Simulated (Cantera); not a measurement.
Input: 1 mol CO, 12 mol H₂, a varied amount of CO₂, equilibrated at 1075 K and 1330 Pa.

Cantera equilibrium calculation (NASA polynomials, part measured and part estimated; ideal gas, pure solids and liquids). Candidate condensed phases: C, C₆H₆, C₇H₈, C₈H₁₈, H₂O; 110 gas species. The numbers say what is thermodynamically allowed, not how fast it happens.

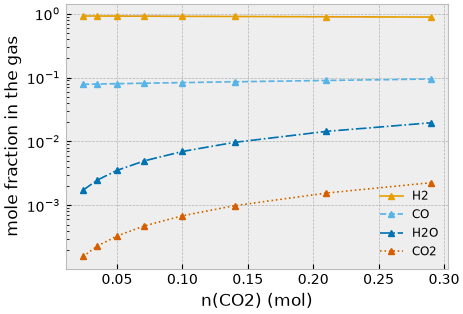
Figure. Equilibrium gas composition (values under 1e-9 drawn at 1e-9)

From 0.024 mol CO₂ to 0.29 mol CO₂ nothing is condensed. The main C-bearing gas is CO throughout.
